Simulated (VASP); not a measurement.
Band structure of FeS2 (space group Pnnm). These are PBE GGA, VASP's PBE PAW potentials (set 64) (plane waves; VASP) values and carry that method's errors.

The path is coarsely sampled, so an indirect gap can come out somewhat too large.

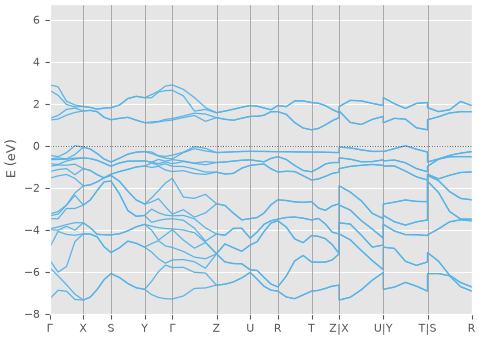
Figure. Bands along high-symmetry lines, zero at the valence-band maximum or, without a gap, the Fermi level

Problem. Read the plot: is there a gap, and where are the band edges?

Solution. The gap is indirect, 0.75 eV, from the valence maximum at Γ-X at 0.75 to the conduction minimum at T.

The structure comes from a computed database's FeS2 entry; how it stands against other phases isn't given here. The cell was not relaxed at this level. The run is not spin-polarised, so no magnetic state was tried.
